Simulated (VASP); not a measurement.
Band structure of CrB (space group P6/mmm). All values below come from PBE GGA, VASP's PBE PAW potentials (set 64) (plane waves; VASP).

The moments were started parallel, and other spin orders were not tried in this run.

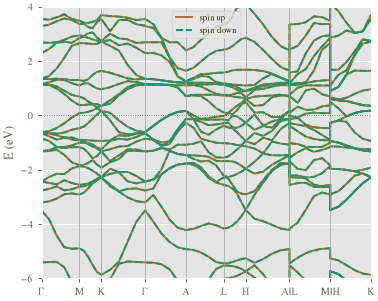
Figure: Bands along high-symmetry lines, zero at the valence-band maximum or, without a gap, the Fermi level

Q: Read the plot: is there a gap, and where are the band edges?

A: It has no gap at this level: it comes out as a metal or semimetal.

The structure was generated: CrB was put into an ordered model structure, which need not be its known phase. The cell was not relaxed at this level. The k-mesh is coarse (spacing up to 0.48 per Å, 2π included), so the numbers may not be converged in it.
